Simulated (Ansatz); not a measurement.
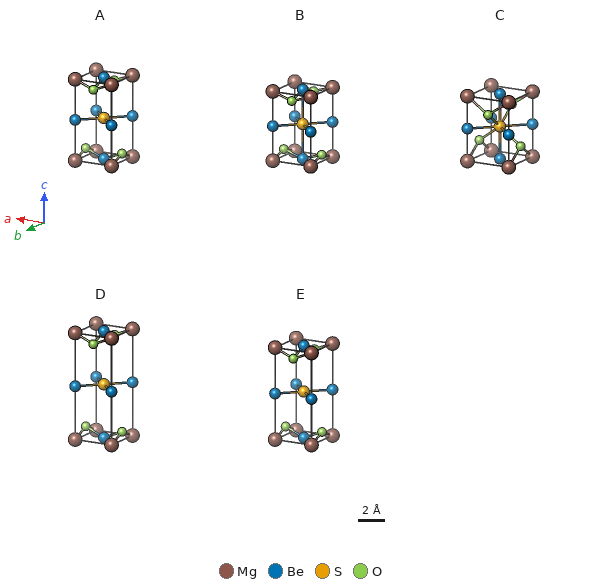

5 geometries from one relaxation of solid MgBe2SO2 (a generated structure, set up in P-4m2) (coarse preliminary run), in shuffled order. The picture is a ball-and-stick view of the cell of the calculation, seen from a free direction.

All numbers below come from Ansatz 0.2.0, DFT PBE, scalar-relativistic, plane waves, PAW. (plane-wave cutoff 420 eV; k-point mesh 4 × 4 × 4; occupations gaussian; smearing width 0.1 eV; no spin polarisation; cell and atoms relaxed; force threshold 0.04 eV/Å; at most 70 steps)

**Put them in the order of the run, from the start to the converged end.**

C, B, A, E, D. They are steps 0, 4, 8, 14, 22, at +1390 meV per atom, +194 meV per atom, +102 meV per atom, +27.0 meV per atom relative to the last. After 18 accepted moves (22 points after the start) the energy has fallen by 1390 meV per atom. The largest force component goes from 5.4 to 0.0065 eV/Å. The pressure goes from −6.18 to 0.14 GPa. At 4 points the geometry stayed and the basis and grid were re-selected for the new cell (energy shift of 37.7 meV per atom at most each time). The largest moves relative to the cell, 1.43 Å, are those of O atoms. Be and S and Mg stay in place. The drawn cell changes as follows: a = b 3.804 → 3.351 Å (−11.9 %), c 5.370 → 8.813 Å (+64.1 %); the volume changes by +27.4 %. Some distances before and after: Be–S 2.685 → 4.407 Å, O–S 2.354 → 4.068 Å, Mg–O 2.303 → 1.816 Å, Be–O 2.303 → 1.816 Å. New bonds form: Be–O (2.30 → 1.82 Å). Among the angles between lasting bonds that change: O–Mg–O 111.4° → 134.7°, Mg–O–Mg 111.4° → 134.7°, O–Mg–O 108.5° → 98.5°. The space group stays P-4m2 (No. 115).
